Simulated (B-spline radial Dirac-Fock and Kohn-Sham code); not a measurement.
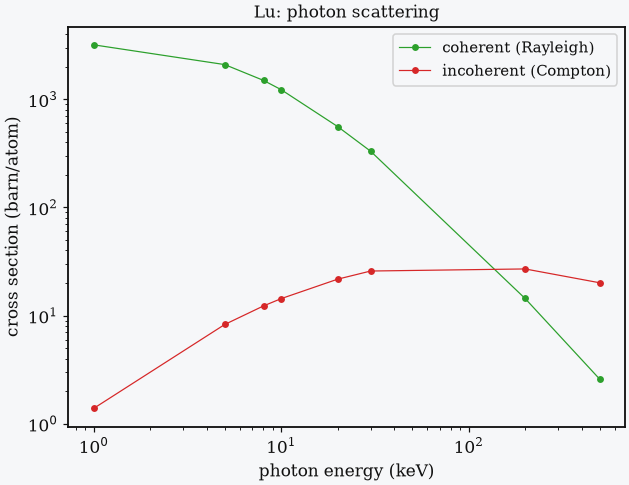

Fig. 1. Coherent and incoherent photon scattering cross sections against photon energy, computed at the marked points and joined by straight lines. Species: neutral lutetium, configuration [Xe] 4f14 5d1 6s1 6p1, which is not the ground configuration. The calculation used Thomson × f² and Klein–Nishina × S on Dirac–Fock densities, without anomalous dispersion (a B-spline radial code).

Coherent scattering falls from 3190 b at 1.00 keV to 2.58 b at 500 keV. Incoherent scattering is largest at 200 keV among the points computed (27.0 b), and it overtakes the coherent part between 30.0 keV and 200 keV.
